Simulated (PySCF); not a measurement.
SMILES [Si](C)(C)([CH2][Ge]([Cl])([Cl])[Cl])C (C4H11Cl3GeSi) at its GFN2-xTB optimised geometry (Å):

```
20

Si    -1.6260     0.5455     0.0000
C     -2.2591    -0.3369    -1.5616
C     -2.1480     2.3804     0.0000
C     -2.2157    -0.3276     1.5861
C      0.2976     0.5455     0.0000
Ge     1.1633    -1.1743    -0.5370
Cl     0.2815    -2.9167     0.3337
Cl     3.2275    -1.2120     0.0416
Cl     1.1228    -1.4652    -2.6534
H     -1.8305     0.0931    -2.4626
H     -3.3395    -0.2730    -1.6477
H     -1.9907    -1.3899    -1.5435
H     -1.8258     2.8907    -0.9024
H     -3.2275     2.4693     0.0566
H     -1.7322     2.9167     0.8473
H     -1.8469    -1.3478     1.6328
H     -1.8712     0.1886     2.4778
H     -3.2997    -0.3668     1.6313
H      0.6775     0.7860     0.9900
H      0.6814     1.2948    -0.6884
```

Method: PySCF 2.14.0 with PBE0/def2-SVP.

Map of the electron localisation function on the plane z = 0.8 Å:

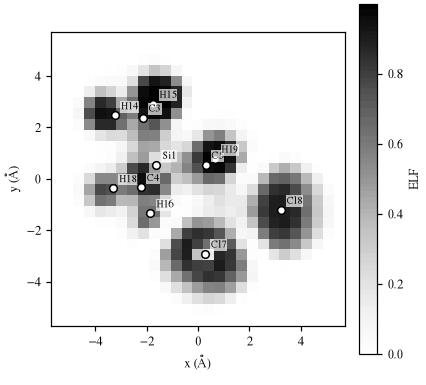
*Electron localisation function on the plane z = 0.8 Å.*
